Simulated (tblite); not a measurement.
# Relaxed scan, with input and output: C₄H₉NOSi

System: C₄H₉NOSi.
Method: GFN2-xTB relaxed scan under a harmonic restraint, gas phase (tblite 0.8.0).

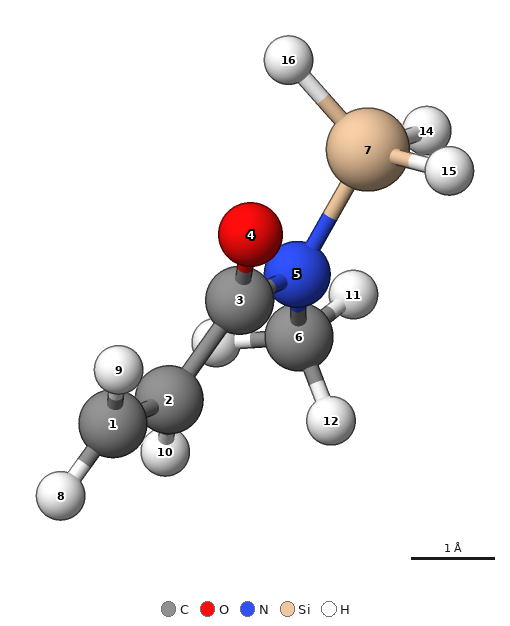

**Figure 1.** The structure as given in the input (ball-and-stick view, seen at a tilt; atoms are numbered from 1 in the order of the input).

## The input
```
{"job": {"xc": "GFN2-xTB", "basis": "xTB", "coordinate": [["t", [1, 2, 4, 5], 0.25], ["t", [1, 2, 4, 6], 0.25], ["t", [3, 2, 4, 5], 0.25], ["t", [3, 2, 4, 6], 0.25]], "kind": "drive"}, "charge": 0, "multiplicity": 1}
C      2.801532     0.140035     0.529619
C      1.551840     0.549792     0.361736
C      0.515088    -0.373369    -0.124518
O      0.740350    -1.557544    -0.400240
N     -0.750621     0.013158    -0.300584
C     -1.268388     1.329306    -0.051346
Si    -1.590134    -1.439784    -0.885665
H      3.581216     0.792568     0.884127
H      3.067382    -0.880885     0.308887
H      1.252799     1.565359     0.573976
H     -2.329201     1.325872    -0.289569
H     -1.149062     1.610964     0.998362
H     -0.774065     2.076477    -0.678068
H     -2.946889    -0.881978    -1.037502
H     -1.617396    -2.450571     0.157944
H     -1.092049    -1.810454    -2.199393
```

The first line tells a small driver script what to run in tblite; the rest is the geometry in Å.

Command:
```bash
OMP_NUM_THREADS=1 python <driver script> task.json out
```

## Output
```
point  coordinate     E/eV
  0     14.000     -595.38227
  1     28.400     -595.23331
  2     43.400     -595.04203
  3     58.600     -594.88633
  4     74.200     -594.74598
  5     90.400     -594.71855
  6    106.100     -594.81524
  7    121.200     -594.95366
  8    136.000     -595.08271
  9    150.600     -595.16989
 10    165.100     -595.20693
 11    179.700     -595.19592
```

## Key numbers

| quantity | value |
| --- | --- |
| outcome | converged |
| hardware | 1 CPU thread, shared host |
| wall time | 5.3 s |
| peak memory | 0.18 GiB |
